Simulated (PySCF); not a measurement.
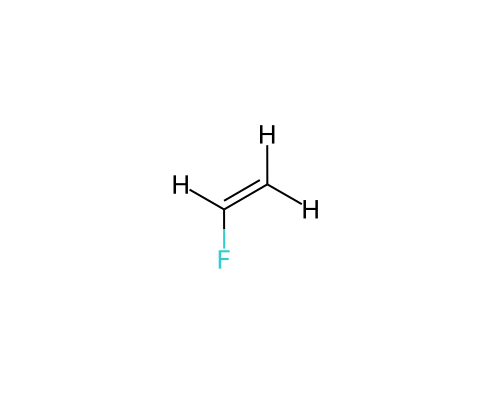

Skeletal drawing of a molecule.

**Give its SMILES.**

C=CF

**Give the formula, hydrogens included.**

C2H3F.

**An optimisation with PBE0-D3(BJ)/def2-SVP gave a structure of which point group?**

Cs.

More results for the same structure follow; atom numbers are the same in all pictures, views and colours differ. Computed geometry: PBE0-D3(BJ)/def2-SVP optimisation. No frequency run is at hand to confirm it as a minimum.

Shape

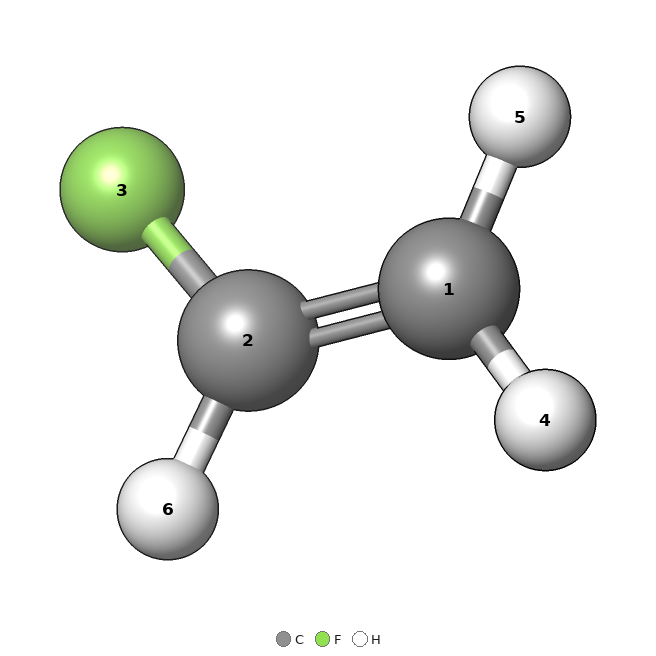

Numbered structure. No frequency run is at hand to confirm it as a minimum.

What are the angles C2–C1–H4, C2–C1–H5, H4–C1–H5, C1–C2–F3, C1–C2–H6, F3–C2–H6?

| angle | degrees |
| --- | --- |
| C2–C1–H4 | 119.6 |
| C2–C1–H5 | 121.2 |
| H4–C1–H5 | 119.2 |
| C1–C2–F3 | 122.9 |
| C1–C2–H6 | 124.8 |
| F3–C2–H6 | 112.3 |

Levels of theory compared

No frequency run is at hand to confirm it as a minimum. Program: PySCF 2.14.0.

Compare HOMO energy (eV), dipole (D), HOMO–LUMO gap (eV) at these levels: BHandHLYP/aug-pcX-1 (pcseg-1 on H); CAM-B3LYP/def2-SVPD; CAM-B3LYP/def2-SVPD in acetone (IEF-PCM); CAM-B3LYP/def2-SVPD in chloroform (IEF-PCM); PBE0/pcSseg-1 in acetone (IEF-PCM); PBE0/pcSseg-1 in chloroform (IEF-PCM); WP04/pcSseg-1 in chloroform (IEF-PCM); ωB97X-D/pcSseg-1 in chloroform (IEF-PCM).

```json
{"level": "BHandHLYP/aug-pcX-1 (pcseg-1 on H)", "HOMO energy (eV)": "−8.88", "dipole (D)": "1.43", "HOMO–LUMO gap (eV)": "9.85"}
{"level": "CAM-B3LYP/def2-SVPD", "HOMO energy (eV)": "−9.17", "dipole (D)": "1.41", "HOMO–LUMO gap (eV)": "10.44"}
{"level": "CAM-B3LYP/def2-SVPD in acetone (IEF-PCM)", "HOMO energy (eV)": "−9.09", "dipole (D)": "1.72", "HOMO–LUMO gap (eV)": "10.50"}
{"level": "CAM-B3LYP/def2-SVPD in chloroform (IEF-PCM)", "HOMO energy (eV)": "−9.10", "dipole (D)": "1.64", "HOMO–LUMO gap (eV)": "10.48"}
{"level": "PBE0/pcSseg-1 in acetone (IEF-PCM)", "HOMO energy (eV)": "−7.64", "dipole (D)": "1.60", "HOMO–LUMO gap (eV)": "8.07"}
{"level": "PBE0/pcSseg-1 in chloroform (IEF-PCM)", "HOMO energy (eV)": "−7.64", "dipole (D)": "1.54", "HOMO–LUMO gap (eV)": "8.06"}
{"level": "WP04/pcSseg-1 in chloroform (IEF-PCM)", "HOMO energy (eV)": "−8.76", "dipole (D)": "1.72", "HOMO–LUMO gap (eV)": "6.93"}
{"level": "ωB97X-D/pcSseg-1 in chloroform (IEF-PCM)", "HOMO energy (eV)": "−9.55", "dipole (D)": "1.58", "HOMO–LUMO gap (eV)": "11.83"}
```

Excitation

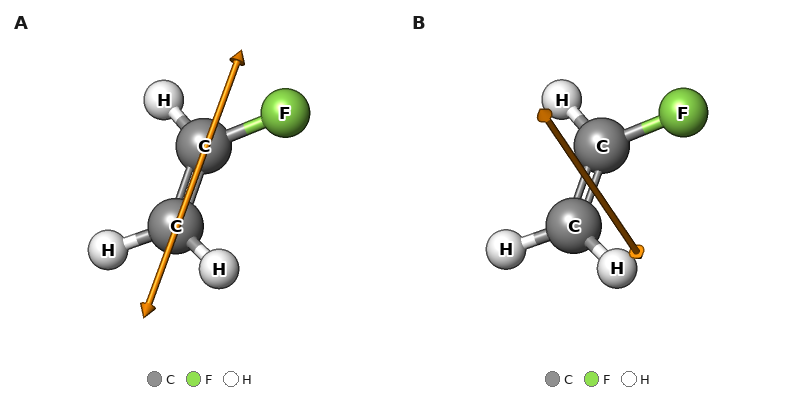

The double arrows show the directions of two transition dipoles from the ground state (lengths mean nothing). No frequency run is at hand to confirm it as a minimum. Properties computed with TDDFT CAM-B3LYP/def2-SVPD, vertical, IEF-PCM acetone (non-equilibrium linear response), core orbitals frozen in the response (PySCF 2.14.0).

**One belongs to singlet state 1 and one to singlet state 2. Which is which?**

A: state 2, 7.53 eV (165 nm), oscillator strength 0.39, mainly HOMO → LUMO (weight 0.97).
B: state 1, 7.41 eV (167 nm), oscillator strength 0.059, mainly HOMO → LUMO+1 (weight 0.97); polarised normal to the molecular plane.

NMR shielding

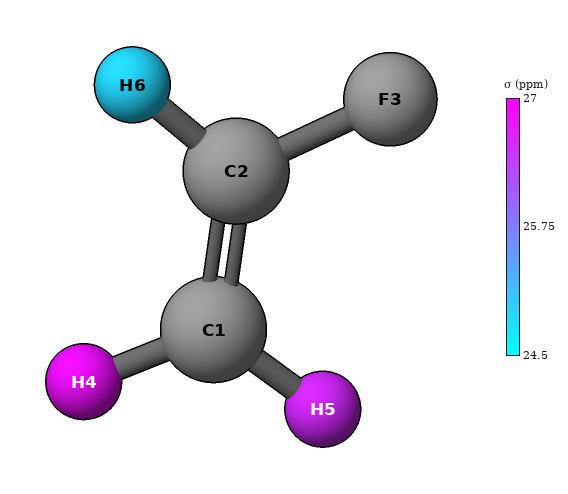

Atoms are coloured by their isotropic NMR shieldings (H only, the others grey). No frequency run is at hand to confirm it as a minimum. Method: GIAO WP04/pcSseg-1 NMR shielding, non-relativistic, IEF-PCM chloroform (PySCF 2.14.0).

List the isotropic NMR shieldings of the H atoms.

```
atom  σ (ppm)
  H4    26.85
  H5    26.59
  H6    24.88
```
